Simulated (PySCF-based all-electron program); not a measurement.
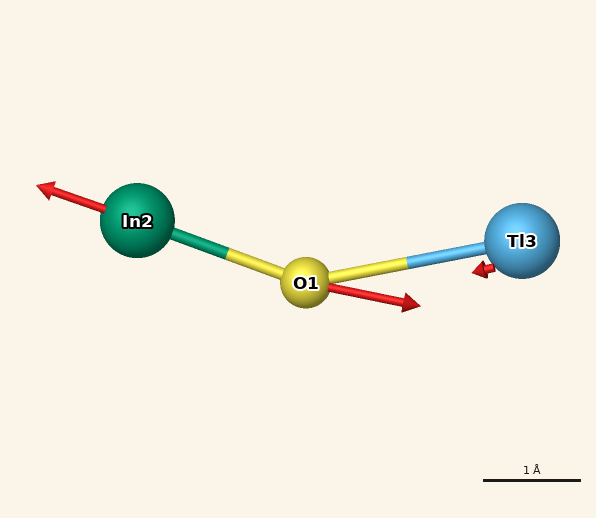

Arrows show the forces on the atoms, 0.2 Å of arrow for 1 eV/Å; forces under a tenth of the largest aren't drawn. Level of theory: PBE, all-electron, scalar-relativistic (Koelling-Harmon), large uncontracted Gaussian sets (PySCF-based all-electron program).

Q: On which atom is the force largest, and how large is it?

A: On O1: 4.87 eV/Å.

Q: Along which bond is the force strongest?

A: O1–In2, now 1.853 Å: the forces push its atoms apart, so a first step downhill lengthens it.

List the force components in the frame of the picture (x right, y up, z towards the viewer), in eV/Å.

| atom | Fx | Fy | Fz |
| --- | --- | --- | --- |
| O1 | 4.77 | −0.98 | 0.24 |
| In2 | −3.59 | 1.26 | 0.01 |
| Tl3 | −1.17 | −0.28 | −0.25 |
